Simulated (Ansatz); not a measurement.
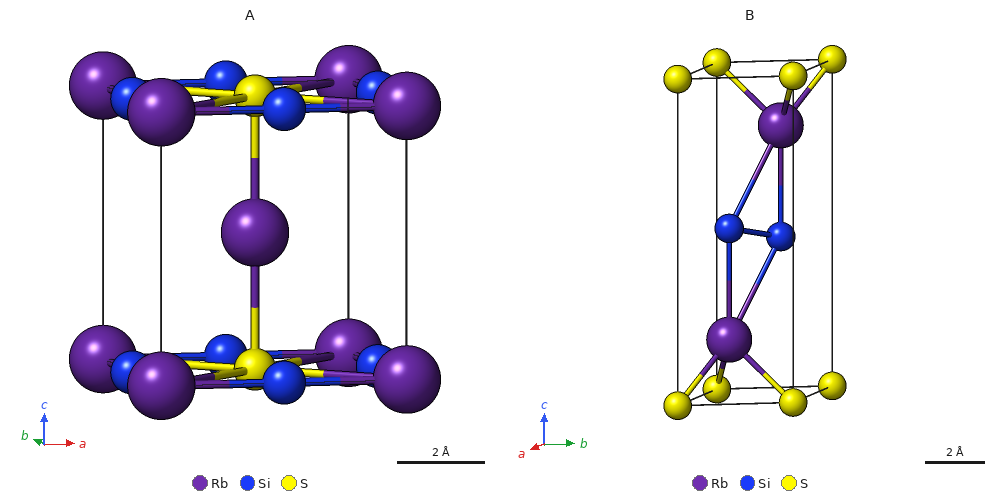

Two structures of Rb2Si2S, each relaxed to rest (conventional cells in solid outline, small ones repeated, not to one scale). Method: DFT PBE, scalar-relativistic, plane waves, PAW in Ansatz, without spin polarisation.

Question: What are A and B?

Answer: A: 5 atoms a cell on a primitive tetragonal lattice, P4/mmm. B: 5 atoms a cell on a primitive hexagonal lattice, P-3m1.

Question: Which form lies lower?

Answer: B is lower, by 978 meV/atom at this level of theory (energies at zero smearing). Volumes: A 43.4, B 32.2 Å³/atom.

One or both may be structure types tried for this composition rather than known phases.
